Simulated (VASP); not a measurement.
Band structure of Zn (relaxed from the simple-cubic structure, space group Pm-3m). Level of theory: r2SCAN meta-GGA, VASP's PBE PAW potentials (set 64) (plane waves; VASP).

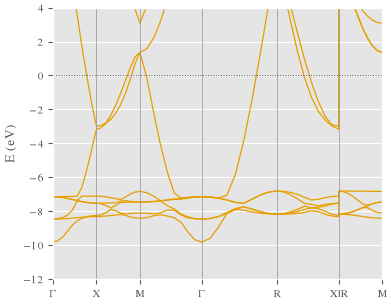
Figure. Bands along high-symmetry lines, zero at the valence-band maximum or, without a gap, the Fermi level

**Question.** Read the plot: is there a gap, and where are the band edges?

**Answer.** It has no gap at this level: it comes out as a metal or semimetal.

The structure was generated: Zn was put into the simple-cubic type (Pm-3m), which need not be its known phase. It was relaxed first.
